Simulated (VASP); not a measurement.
Data:

```xyz
2
Lattice="4.2201 0.0000 0.0000 -2.1100 3.6547 0.0000 0.0000 0.0000 4.1654" Properties=species:S:1:pos:R:3 pbc="T T T"
Sn     0.0000     0.0000     0.0000
Te     2.1100     1.2182     2.0827
```

Level of theory: r2SCAN meta-GGA, VASP's PBE PAW potentials (set 64) (plane waves; VASP). Numerical set-up: 400 eV cut-off, 11×11×10 Γ-centred mesh, tetrahedra with Blöchl corrections, potentials Sn_d Te.

Unless said otherwise, spin-orbit coupling is left out, though it shifts the bands of the heavy elements here.

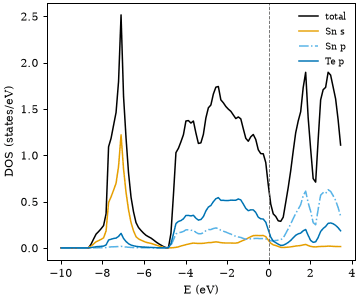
*Total and projected density of states, zero at the Fermi level*

Within 2 eV below the Fermi level the largest weight inside VASP's projection spheres is Te p, then Sn p.

It has no gap at this level: it comes out as a metal or semimetal.

The structure was generated: SnTe was put into the WC type (P-6m2), which need not be its known phase. It was relaxed first, which changed the volume by +6 %.
